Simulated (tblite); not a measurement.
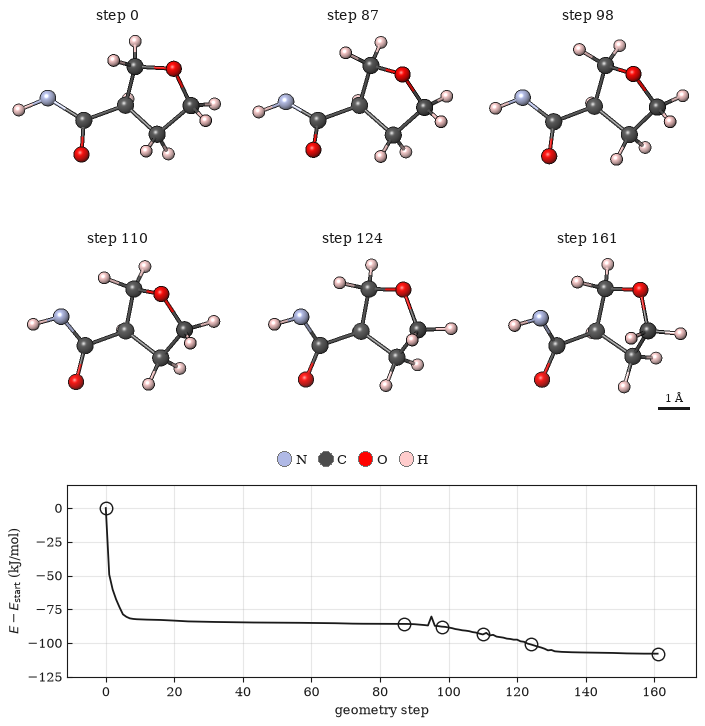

Frames of a relaxation of C5H8NO2 (multiplicity 2), marked on the history of the run. A ball-and-stick model, seen at a tilt.

These are results of GFN2-xTB geometry optimisation, gas phase (tblite 0.8.0), not measurements. 

Q: Describe the path.

A: The largest move after the best rigid fit is that of an H atom, 1.71 Å. Largest moves by element: H 1.71 Å, N 1.42 Å, O 0.76 Å, C 0.60 Å. Among the contacts that change: C–N 1.435 → 1.304 Å, C–C 1.485 → 1.539 Å, C–O 1.277 → 1.228 Å, H–N 1.058 → 1.012 Å. Bond angles that change, for instance: C–C–H 112.9° → 102.5°, N–C–C 122.7° → 113.0°, C–C–H 108.0° → 116.8°. Groups turn about C–C by about 65°. After 161 geometry steps the energy has fallen by 107.9 kJ/mol. The run took 1.7 s on 1 thread of Intel(R) Xeon(R) Platinum 8259CL CPU @ 2.50GHz (shared host). From step 0 to 87: O and H atoms move most (0.41 Å), energy −85.8 kJ/mol. From step 87 to 98: N and H atoms move most (0.38 Å), energy −2.04 kJ/mol. From step 98 to 110: an H atom moves most (0.58 Å), energy −5.79 kJ/mol. From step 110 to 124: an H atom moves most (0.46 Å), energy −7.40 kJ/mol. From step 124 to 161: an H atom moves most (0.52 Å), energy −6.84 kJ/mol.
